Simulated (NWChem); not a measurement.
# One shape, several levels: CH3F (fluoromethane)

Wanted: a comparison of 5 runs (r2SCAN/def2-TZVPP, SVWN5/def2-TZVPP, TPSS/def2-TZVPP, revPBE/def2-TZVPP, CCSD(T)/def2-TZVPP) of CH3F (fluoromethane). 

Program for the calculation: NWChem 7.3.0.

### Step 1. Starting point

The species is CH3F (5 atoms), meant as a singlet with charge 0. As SMILES, `CF`. The C1–H4 distance was set to 1.420 Å, away from the relaxed value.

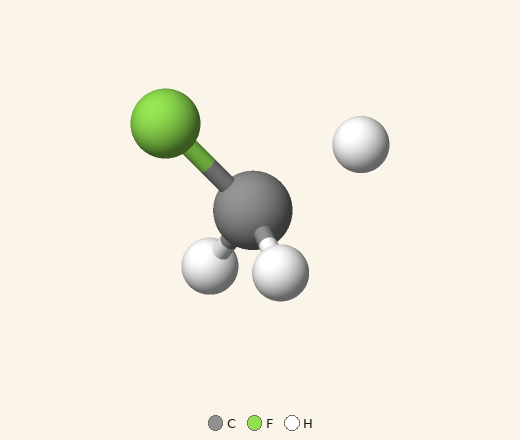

Viewed from a chosen angle; carbon grey, fluorine green, hydrogen white.

### Step 2. The energy at r2SCAN/def2-TZVPP (run 1)

The input, mymol.nw:

```
start mymol
title "CH3F"
memory stack 880 mb heap 220 mb global 1100 mb

geometry units angstroms noautosym nocenter noautoz
  C    -0.034471   -0.196017    0.241726
  F     1.110329   -0.939417    0.065326
  H    -0.902471   -0.855817    0.175926
  H    -0.104800    0.796000   -0.772000
  H    -0.003571    0.279583    1.224626
end

basis spherical bse
  * library def2-TZVPP
end

dft
  xc r2scan
  mult 1
  grid fine
  convergence energy 1e-08
  maxiter 100
  mulliken
  print low
end

task dft energy
```

Command:

```console
$ nwchem mymol.nw > mymol.out
```

Log:

```text
[...]
 d= 0,ls=0.0,diis     1   -139.6497176943 -1.76D+02  6.40D-03  4.92D-01     1.1
[...]
 d= 0,ls=0.0,diis     8   -139.6958641421  2.32D-09  1.87D-06  2.01D-07     7.5
         Total DFT energy =     -139.695864142089
      One electron energy =     -264.584143669178
           Coulomb energy =      105.301429725054
    Exchange-Corr. energy =      -16.844590491833
 Nuclear repulsion energy =       36.431440293868
[...]
      Total Density - Mulliken Population Analysis
     ---------------------------------------------
    Atom       Charge   Shell Charges
 -----------   ------   -------------------------------------------------------
    1 C    6     5.95   0.86  1.12  0.53  0.65  0.08  1.19  1.17  0.24  0.03  0.08  0.01
    2 F    9     9.23   0.77  1.20  0.62  0.97  0.38  2.27  2.14  0.88  0.00  0.01  0.00
    3 H    1     0.92   0.27  0.48  0.12  0.01  0.03  0.00
    4 H    1     0.98   0.20  0.51  0.24  0.00  0.02  0.00
    5 H    1     0.92   0.27  0.48  0.12  0.01  0.03  0.00
[...]
```

It took 8.1 s on 1 thread of AMD EPYC 9R45 (Zen 5), shared host; peak memory 0.12 GiB.

### Step 3. The energy at SVWN5/def2-TZVPP (run 2)

The input, work.nw:

```
start work
title "CH3F energy"
memory 2200 mb

geometry noautosym nocenter noautoz
  C     -0.034471    -0.196017     0.241726
  F      1.110329    -0.939417     0.065326
  H     -0.902471    -0.855817     0.175926
  H     -0.104800     0.796000    -0.772000
  H     -0.003571     0.279583     1.224626
end

basis spherical bse
  * library def2-TZVPP
end

dft
  xc slater vwn_5
  mult 1
  grid fine
  convergence energy 1e-08
  iterations 100
  mulliken
  noprint "final vectors analysis"
end

task dft energy
```

Command:

```console
$ nwchem work.nw > work.out
```

Log:

```text
[...]
          Wavefunction type:  closed shell.
          No. of atoms     :     5
          No. of electrons :    18
[...]
          Charge           :     0
          Spin multiplicity:     1
[...]
          AO basis - number of functions:   104
[...]
              XC Information
              --------------
                        Slater Exchange Functional  1.000 local
                      VWN V Correlation Functional  1.000 local
[...]
 d= 0,ls=0.0,diis     1   -138.6819043322 -1.75D+02  7.99D-03  1.28D+00     0.8
[...]
 d= 0,ls=0.0,diis    11   -138.7452694659 -9.69D-11  2.17D-08  9.36D-12     6.9
         Total DFT energy =     -138.745269465880
      One electron energy =     -264.431942136265
           Coulomb energy =      105.071821163196
    Exchange-Corr. energy =      -15.816588786678
 Nuclear repulsion energy =       36.431440293868
[...]
      Total Density - Mulliken Population Analysis
     ---------------------------------------------
    Atom       Charge   Shell Charges
 -----------   ------   -------------------------------------------------------
    1 C    6     6.21   0.84  1.13  0.52  0.66  0.15  1.26  1.20  0.32  0.02  0.09  0.01
    2 F    9     9.19   0.76  1.20  0.61  0.95  0.38  2.29  2.04  0.93  0.00  0.01  0.00
    3 H    1     0.83   0.27  0.43  0.11  0.01  0.02  0.00
    4 H    1     0.94   0.19  0.48  0.24  0.00  0.02  0.00
    5 H    1     0.83   0.27  0.43  0.11  0.01  0.02  0.00
[...]
```

Run time: 7.5 s. Hardware: 1 thread of AMD EPYC 9R45 (Zen 5), shared host; peak memory 0.12 GiB.

Runs 3 to 4 aren't shown in full; the table further down has their settings and results.

### Step 4. The energy at CCSD(T)/def2-TZVPP (run 5)

The input, calc.nw:

```
start calc
memory 2200 mb

geometry units au noautosym nocenter noautoz
C   -0.06514075  -0.37041845   0.45679594
F    2.09821772  -1.77524085   0.12344825
H   -1.70542303  -1.61725974   0.33245196
H   -0.19804330   1.50422200  -1.45886857
H   -0.00674821   0.52833530   2.31420775
end

basis spherical bse
* library def2-TZVPP
end

scf
thresh 1e-08
maxiter 80
end

ccsd
freeze core 2
maxiter 60
end

task ccsd(t) energy
```

Command:

```console
$ nwchem calc.nw > calc.out
```

Log:

```text
[...]
  functions       =   104
[...]
  wavefunction    = RHF
[...]
         Total SCF energy =   -139.058636877849
      One-electron energy =   -264.507315492492
      Two-electron energy =     89.017240982324
 Nuclear repulsion energy =     36.431437632319
        Time for solution =      8.7s
[...]
 Total MP2 energy:           -139.494722155191084
[...]
             energy      energy      error      ampl     ampl      Block
                                                time     time      time
[...]
 Total CCSD energy:           -139.512920376464621
[...]
 Total CCSD+T(CCSD) energy:           -139.527724594127903
[...]
 Total CCSD(T) energy:                -139.526912836694152
[...]
```

Run time: 85 s. Hardware: 1 thread of AMD EPYC 9R45 (Zen 5), shared host; peak memory 0.26 GiB.

### Step 5. The series

```tsv
run	level	integration grid	iteration cap	energy (Eh)	wall time
1	r2SCAN/def2-TZVPP	fine	100	-139.695864	8.1 s
2	SVWN5/def2-TZVPP	fine	100	-138.745269	7.5 s
3	TPSS/def2-TZVPP	fine	100	-139.783596	8.4 s
4	revPBE/def2-TZVPP	fine	100	-139.723471	9.3 s
5	CCSD(T)/def2-TZVPP	–	80	-139.526913	85 s
```

### Step 6. Outcome

| quantity | value |
| --- | --- |
| run 5: total energy | -139.52691 Eh |
| run 5: HOMO energy (Hartree–Fock orbitals) | -12.96 eV |
| run 5: LUMO energy (Hartree–Fock orbitals) | 3.68 eV |
| run 5: HOMO–LUMO gap (Hartree–Fock orbitals) | 16.63 eV |
| run 5: correlation energy (2 core orbitals frozen) | -468.3 mEh |
| run 5: (T) correction | -13.99 mEh |

**Reading.** Over runs 2, 3, 4 the dipole moment (its size) runs from 1.48 D (revPBE/def2-TZVPP) to 1.59 D (SVWN5/def2-TZVPP). Totals of different functionals can't be ranked against each other. All runs together took 2 min, the longest 85 s.
